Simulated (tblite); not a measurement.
Run report: C2H8FN2Si (charge −1), relaxed scan

C2H8FN2Si, charge −1, SMILES CN(C)[Si-](N)F, computed with GFN2-xTB relaxed scan under a harmonic restraint, gas phase (tblite 0.8.0).

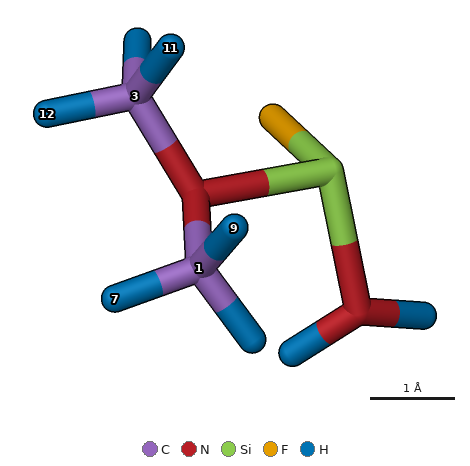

*The structure as given in the input (stick view, seen at a tilt; atoms are numbered from 1 in the order of the input).*

Bond lengths as drawn: C–H 1.09 to 1.11 Å, C–N 1.42 Å, F–Si 1.74 Å, H–N 1.01 to 1.02 Å and N–Si 1.78 to 1.80 Å.

The input
```
{"job": {"xc": "GFN2-xTB", "basis": "xTB", "coordinate": [["t", [5, 1, 4, 3], 0.3333333333333333], ["t", [1, 4, 5, 3], 0.3333333333333333], ["t", [4, 5, 1, 3], 0.3333333333333333]], "kind": "drive"}, "charge": -1, "multiplicity": 1}
C     -1.033212    -0.977181     0.220643
N     -0.292897     0.148196    -0.225081
C     -1.113194     1.290424    -0.407757
Si     1.198833     0.473286     0.736520
N      2.049576    -1.051502     0.389495
F      1.900333     1.517868    -0.470190
H     -1.767829    -1.302066    -0.538964
H     -0.345278    -1.796106     0.422115
H     -1.606422    -0.774941     1.154310
H     -0.493020     2.129988    -0.714820
H     -1.653113     1.590207     0.520088
H     -1.881242     1.115614    -1.182318
H      2.011633    -1.355471    -0.583185
H      3.025154    -1.008788     0.656977
```

The first line tells a small driver script what to run in tblite; the rest is the geometry in Å.

Command:
```bash
OMP_NUM_THREADS=1 python <driver script> task.json out
```

The program's output
```
point  coordinate     E/eV
  0     41.400     -568.29103
  1     32.200     -567.84236
  2     21.200     -567.11357
  3     -0.000     -567.28679
  4    -12.500     -567.29868
  5    -32.100     -567.81038
  6    -41.300     -568.28944
  7    -48.800     -568.43855
```

Results in brief

| quantity | value |
| --- | --- |
| outcome | converged |
| hardware | 1 CPU thread, shared host |
| wall time | 2.2 s |
| peak memory | 0.19 GiB |
